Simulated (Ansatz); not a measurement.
# One shape, several levels: CH6GaN (SMILES [CH3][GaH][NH2])

We compute a comparison of 6 runs (B2PLYP/6-31G*, B3LYP/6-31G*, PBE-QIDH/6-31G*, r2SCAN/6-31G*, r2SCAN0/6-31G*, CCSD(T)/6-31G*) of CH6GaN. 

The results are computed with Ansatz 0.2.0.

65 further runs of the same task are left out: 1 that didn't finish, 64 set aside as unsound or not needed.

## 1. Starting point

CH6GaN has 9 atoms, charge 0, and is taken as a singlet. As SMILES, `[CH3][GaH][NH2]`. The Ga2–N3 distance was set to 3.274 Å, away from the relaxed value. At this shape a bond of the SMILES string is far longer than usual.

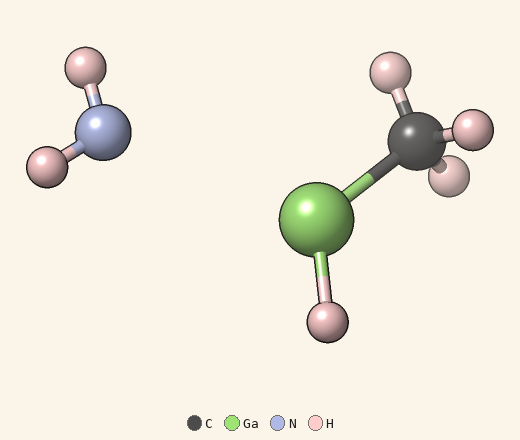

Viewed from a chosen angle; carbon dark grey, gallium green, nitrogen light blue, hydrogen pink.

## 2. The energy at B2PLYP/6-31G(d) (spherical functions) (run 1)

Input file job.yaml:

```yaml
crystal:
  periodic: [false, false, false]
  atoms:
    - {symbol: C, position_ang: [0.186181, 1.165260, -2.485763]}
    - {symbol: Ga, position_ang: [0.978681, -0.311340, -1.465363]}
    - {symbol: "N", position_ang: [-0.068200, -0.807600, 1.596800]}
    - {symbol: H, position_ang: [-0.290719, 0.788860, -3.394063]}
    - {symbol: H, position_ang: [0.958681, 1.872760, -2.796563]}
    - {symbol: H, position_ang: [-0.561019, 1.704060, -1.901063]}
    - {symbol: H, position_ang: [2.083181, -1.300740, -1.969663]}
    - {symbol: H, position_ang: [0.276500, -1.536600, 2.197700]}
    - {symbol: H, position_ang: [-0.771600, -0.251300, 2.052200]}
basis:
  gaussian: {orbitals: 6-31G_st_-spherical.json}
correlation: {frozen_orbitals: {C: 1, Ga: 9, H: 0, "N": 1}}
hamiltonian: {xc: {name: B2PLYP}}
output: {orbitals: {seedname: orbitals}}
accuracy: high
```

The basis set 6-31G* is read from a file made from the Basis Set Exchange's data (not shown).

Command:

```console
ansatz run job.yaml --threads 1 --pin off --max-ram 3480MiB --events-out events.jsonl --progress --plain --runs-dir runs
```

Output:

```text
Warning: RAYON_NUM_THREADS=1 ignored (pool sized by the plan → 1); use --threads N
Functional definition: B2PLYP
  name "B2PLYP"
  parameter a = 0.53
  parameter c = 0.27
  exchange = (1 - a)*b88_x + a*exact_x
  correlation = (1 - c)*lyp_c + c*(mp2_os + mp2_ss)
1583 factors; integrals over basis functions are off by at most 1.2e-8 eV
mean field evaluation 1: about -54962.9964 eV, gradient 6.2e1 eV
mean field evaluation 2: about -54963.0334 eV, gradient 6.2e1 eV
mean field evaluation 4: about -54967.7936 eV, gradient 3.9e1 eV
mean field evaluation 8: about -54972.5872 eV, gradient 7.9e-1 eV
mean field evaluation 16: about -54972.6013 eV, gradient 8.9e-3 eV
mean field evaluation 32: about -54972.2169 eV, gradient 4.6e0 eV
mean field evaluation 64: about -54934.4626 eV, gradient 3.5e1 eV
mean field -54972.60126990 eV, -2020.2058349013 hartree, gradient 6.0e-8 eV, S^2 0.000000; 3 other end points of the search recorded, 0 dependent functions left out; unrestricted orbitals would lower it
11 core orbitals not correlated: weight in the atoms' cores, before any rotation towards them, 1.000 or more for the frozen orbitals, at most 0.000 for the correlated occupied ones
reference -54972.60129807 eV, -2020.2058359366 hartree; 14, 14 occupied and 47, 47 virtual orbitals, 1583 factors
second order -18.84016404 eV of doubles, -0.00000000 eV of singles
Total energy: -54977.68814236 eV, -2020.3927740163 hartree
```

It took 13 s on 1 thread of Arm Neoverse V1, shared host; peak memory 0.28 GiB.

## 3. A single-point energy at B3LYP/6-31G(d) (spherical functions) (run 2)

Input file input.yaml:

```yaml
crystal:
  periodic: [false, false, false]
  atoms:
    - {symbol: C, position_ang: [0.186181, 1.165260, -2.485763]}
    - {symbol: Ga, position_ang: [0.978681, -0.311340, -1.465363]}
    - {symbol: N, position_ang: [-0.068200, -0.807600, 1.596800]}
    - {symbol: H, position_ang: [-0.290719, 0.788860, -3.394063]}
    - {symbol: H, position_ang: [0.958681, 1.872760, -2.796563]}
    - {symbol: H, position_ang: [-0.561019, 1.704060, -1.901063]}
    - {symbol: H, position_ang: [2.083181, -1.300740, -1.969663]}
    - {symbol: H, position_ang: [0.276500, -1.536600, 2.197700]}
    - {symbol: H, position_ang: [-0.771600, -0.251300, 2.052200]}
basis:
  gaussian:
    orbitals: 6-31G_st_-spherical.json
hamiltonian:
  xc: {name: B3LYP}
accuracy: high
output: {orbitals: {seedname: orbitals}}
```

The basis set 6-31G* is read from a file made from the Basis Set Exchange's data (not shown).

Command:

```console
ansatz run input.yaml --threads 1 --pin off --max-ram 3480MiB --events-out events.jsonl --progress --plain --runs-dir runs
```

Output:

```text
Warning: RAYON_NUM_THREADS=1 ignored (pool sized by the plan → 1); use --threads N
Functional definition: B3LYP
  name "B3LYP"
  parameter a0 = 0.2
  parameter ax = 0.72
  parameter ac = 0.81
  exchange = (1 - a0 - ax)*slater_x + ax*b88_x + a0*exact_x
  correlation = (1 - ac)*vwn_rpa_c + ac*lyp_c
1583 factors; integrals over basis functions are off by at most 1.2e-8 eV
mean field evaluation 1: about -54976.6852 eV, gradient 8.1e1 eV
mean field evaluation 2: about -54872.3661 eV, gradient 1.4e2 eV
mean field evaluation 4: about -54988.9569 eV, gradient 2.8e1 eV
mean field evaluation 8: about -54988.9570 eV, gradient 2.8e1 eV
mean field evaluation 16: about -54992.5077 eV, gradient 2.0e-5 eV
mean field evaluation 32: about -54992.4282 eV, gradient 1.8e0 eV
mean field -54992.50770807 eV, -2020.9373830111 hartree, gradient 2.1e-8 eV, S^2 0.000000; 3 other end points of the search recorded, 0 dependent functions left out
reference -54992.50775209 eV, -2020.9373846288 hartree; 25, 25 occupied and 47, 47 virtual orbitals, 1583 factors
Total energy: -54992.50775209 eV, -2020.9373846288 hartree
```

It took 10 s on 1 thread of Arm Neoverse V1, shared host; peak memory 0.23 GiB.

Runs 3 to 5 aren't shown in full; the table further down has their settings and results.

## 4. A single-point energy at CCSD(T)/6-31G(d) (spherical functions) (run 6)

Input file molecule.yaml:

```yaml
crystal:
  periodic: [false, false, false]
  atoms:
    - {symbol: C, position_ang: [0.186181, 1.165260, -2.485763]}
    - {symbol: Ga, position_ang: [0.978681, -0.311340, -1.465363]}
    - {symbol: "N", position_ang: [-0.068200, -0.807600, 1.596800]}
    - {symbol: H, position_ang: [-0.290719, 0.788860, -3.394063]}
    - {symbol: H, position_ang: [0.958681, 1.872760, -2.796563]}
    - {symbol: H, position_ang: [-0.561019, 1.704060, -1.901063]}
    - {symbol: H, position_ang: [2.083181, -1.300740, -1.969663]}
    - {symbol: H, position_ang: [0.276500, -1.536600, 2.197700]}
    - {symbol: H, position_ang: [-0.771600, -0.251300, 2.052200]}
basis:
  gaussian:
    orbitals: 6-31G_st_-spherical.json
correlation:
  method: ccsd_t
  frozen_orbitals: {C: 1, Ga: 9, H: 0, "N": 1}
accuracy: high
scf:
  omitted_lower_state_checks: [cluster_reference, increment]
```

The basis set 6-31G* is read from a file made from the Basis Set Exchange's data (not shown).

Command:

```console
ansatz run molecule.yaml --threads 1 --pin off --max-ram 3480MiB --events-out events.jsonl --progress --plain --runs-dir runs
```

Output:

```text
Warning: RAYON_NUM_THREADS=1 ignored (pool sized by the plan → 1); use --threads N
[... 12 lines left out ...]
11 core orbitals not correlated: weight in the atoms' cores, before any rotation towards them, 1.000 or more for the frozen orbitals, at most 0.000 for the correlated occupied ones
[... 59 lines left out ...]
Total energy: -54944.47563227 eV, -2019.1722367826 hartree
Checks for a lower state left out: cluster_reference, increment
```

Wall time 22 s (1 thread of Arm Neoverse V1, shared host); peak memory 0.31 GiB.

## 5. Overview of the runs

| run | level | frozen core orbitals | energy (Eh) | HOMO energy (eV) | LUMO energy (eV) | HOMO–LUMO gap (eV) | wall time |
| --- | --- | --- | --- | --- | --- | --- | --- |
| 1 | B2PLYP/6-31G* (spherical functions) | 11 | -2020.392774 | -5.08 | -1.49 | 3.59 | 13 s |
| 2 | B3LYP/6-31G* (spherical functions) | – | -2020.937385 | -3.97 | -2.84 | 1.12 | 10 s |
| 3 | PBE-QIDH/6-31G* (spherical functions) | 11 | -2020.106563 | -5.95 | -0.98 | 4.97 | 12 s |
| 4 | r2SCAN/6-31G* (spherical functions) | – | -2020.802351 | -3.34 | -3.24 | 0.11 | 17 s |
| 5 | r2SCAN0/6-31G* (spherical functions) | – | -2020.754984 | -4.19 | -2.56 | 1.63 | 19 s |
| 6 | CCSD(T)/6-31G* (spherical functions) | 11 | -2019.172237 | – | – | – | 22 s |

## 6. Outcome

```
                                           quantity           value
                                run 6: total energy  -2019.17224 Eh
run 6: correlation energy (11 core orbitals frozen)      -585.2 mEh
                              run 6: (T) correction      -20.32 mEh
                               run 6: T1 diagnostic           0.041
```

**Reading.** Over runs 1, 2, 3, 4, 5 the HOMO–LUMO gap runs from 0.11 eV (r2SCAN/6-31G*) to 4.97 eV (PBE-QIDH/6-31G*). A double hybrid's value is that of its SCF part. Totals of different functionals can't be ranked against each other. In run 6 the T1 diagnostic is large, so a single reference may not serve. In runs 1, 3, 6 the log says that unrestricted orbitals would lower the reference, so the values rest on an unstable closed-shell determinant (other closed-shell runs at this shape may share the fault). All runs together took 93 s, the longest 22 s.
